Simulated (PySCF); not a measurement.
```csv
atom,x (Å),y (Å),z (Å)
C,-1.5675,-1.0359,-0.5718
C,-0.5894,-0.2094,-0.1770
C,-0.7060,1.2340,-0.1417
C,0.6151,-0.8408,0.4507
C,1.7987,0.0878,0.7896
O,0.8007,-2.0452,0.4610
H,-2.5098,-0.6440,-1.0514
H,-1.4209,-2.1624,-0.4627
H,-0.7329,1.5948,0.8804
H,-1.6028,1.6407,-0.7318
H,0.1591,1.8230,-0.5081
H,2.5609,-0.5083,1.2289
H,2.1022,0.5399,-0.1566
H,1.4519,0.9269,1.4366
```

Geometry: GFN2-xTB, MD frame at 250 fs, 300 K.

Computed with PySCF, PBE0/pcSseg-1, SCF density, gas phase, non-relativistic.

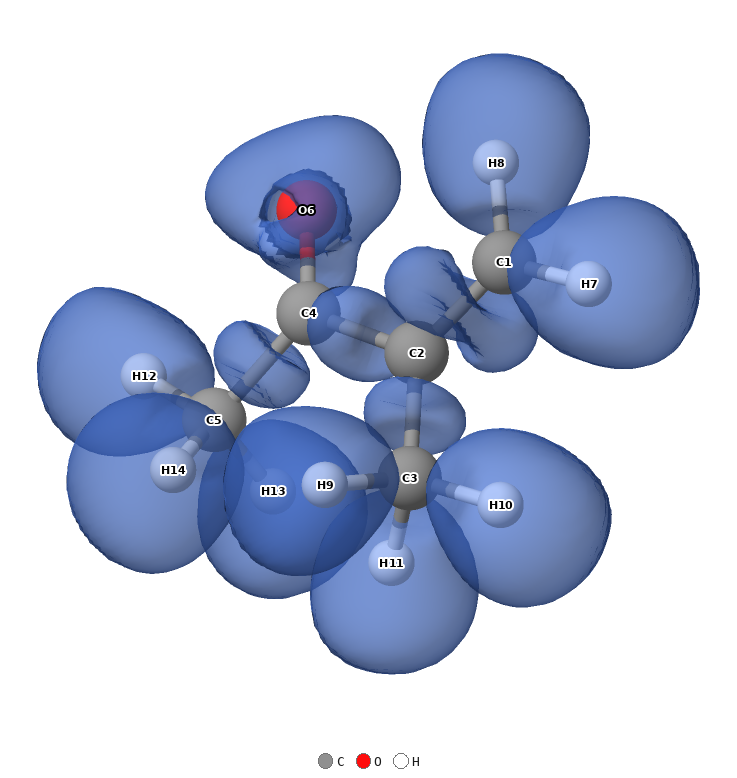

C₅H₈O (SMILES C=C(C)C(C)=O). Isosurface of the ELF at 0.75 (blue), seen at an oblique angle. Core shells and regions of very low density are left out.

Q: Describe the localisation domains.

A: The surface consists of four regions between bonded C–C atoms (shared pairs), eight regions around hydrogen nuclei and one region on O in which the atom's valence shell and bonds are merged. Profiles from the grid: C–O (1.22 Å): the ELF peaks at about 0.85 between the atoms (a multiple bond). C–C (1.34 Å): the ELF peaks at about 0.95 between the atoms; a multiple bond.
